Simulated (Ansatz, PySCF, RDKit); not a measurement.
NH3 (SMILES N) and C2H6O (SMILES CCO) are pulled apart as rigid monomers along the line of their centres of mass, from the B3LYP-D3(BJ)/def2-TZVP minimum. Starting geometry (charge 0, multiplicity 1):
```xyz
13

N      0.028    -0.066     0.461
H     -0.920    -0.345     0.235
H      0.275     0.703    -0.152
H      0.639    -0.844     0.240
C     -0.118    -1.251     4.224
C     -0.500     0.213     4.048
O      0.384     0.913     3.194
H     -0.790    -1.749     4.928
H      0.903    -1.333     4.601
H     -0.172    -1.784     3.272
H     -1.536     0.284     3.684
H     -0.467     0.724     5.013
H      0.277     0.563     2.288
```

Interaction energies with rigid monomers; basis-set methods are counterpoise corrected unless marked otherwise.

Frozen-core correlation. Rows in 6-31G* carry no dispersion term and start afresh at each structure (6-31G* with six Cartesian d functions).

Programs: Ansatz (Gaussian basis) for Hartree–Fock, density functionals and correlated methods; PySCF for 6-31G* rows, the dispersion terms; RDKit for the force fields. 

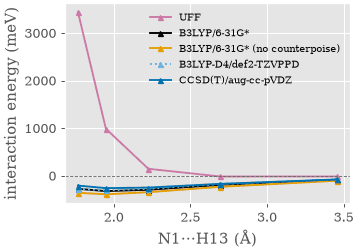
Figure. Interaction energy against separation

Task: Which level binds most strongly at N1···H13 = 1.95, and by how much?

Result: B3LYP/6-31G* (no counterpoise), -388 meV.

Ansatz is an electronic-structure program.
